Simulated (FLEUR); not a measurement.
Band structure of MgH2 (P4_2/mnm, 6 atoms in the cell).

```
CELL_PARAMETERS angstrom
      4.45878     0.00000     0.00000
      0.00000     4.45878     0.00000
      0.00000     0.00000     2.98057
ATOMIC_POSITIONS crystal
  Mg 0.50000 0.50000 0.50000
  Mg 0.00000 0.00000 0.00000
  H  0.69557 0.69557 0.00000
  H  0.30443 0.30443 0.00000
  H  0.80443 0.19557 0.50000
  H  0.19557 0.80443 0.50000
```

Method of the run: PBE, all-electron FLAPW (FLEUR), scalar-relativistic valence.

Settings: Kmax = 4.5 1/bohr; GmaxXC = 13.5 1/bohr; xcFunctional = pbe; jspins = 1; l_soc = F; mode = hist; fermiSmearingEnergy = 0.00036749 Htr; mesh (inpgen div1-3) = 8 8 11; inpgen gamma flag = true; Gmax = 13.5 1/bohr; numbands = 0; maxIterBroyd = 40; imix = Anderson; alpha = 0.05.

The starting cell comes from a database of computed structures (which also holds hypothetical and non-ambient phases and stackings), without a prior relaxation at this level. Its lattice was rescaled by a random factor within 2.5 % of one. Values depend on the basis (sphere radii, cutoffs, local orbitals), which need not be converged.

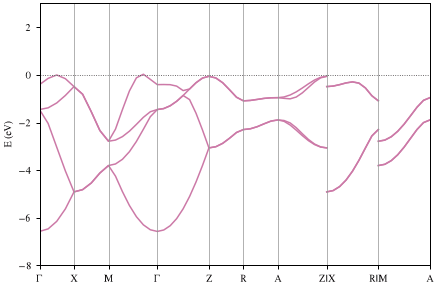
Figure. Bands along the path, energies from the Fermi level.

Levels in eV from the Fermi level, bands 9 to 16:
| point | 9 | 10 | 11 | 12 | 13 | 14 | 15 | 16 |
|---|---|---|---|---|---|---|---|---|
| Γ | -6.57 | -1.45 | -1.45 | -0.41 | 4.73 | 5.19 | 9.37 | 9.37 |
| X | -4.91 | -4.91 | -0.49 | -0.49 | 5.44 | 5.44 | 10.26 | 10.26 |
| M | -3.81 | -3.81 | -2.78 | -2.78 | 9.27 | 9.27 | 9.37 | 9.37 |
| Z | -3.06 | -3.06 | -0.06 | -0.06 | 6.54 | 6.54 | 6.92 | 6.92 |
| R | -2.29 | -2.29 | -1.09 | -1.09 | 5.28 | 5.28 | 6.96 | 6.96 |
| A | -1.89 | -1.89 | -0.96 | -0.96 | 3.99 | 3.99 | 4.21 | 4.21 |
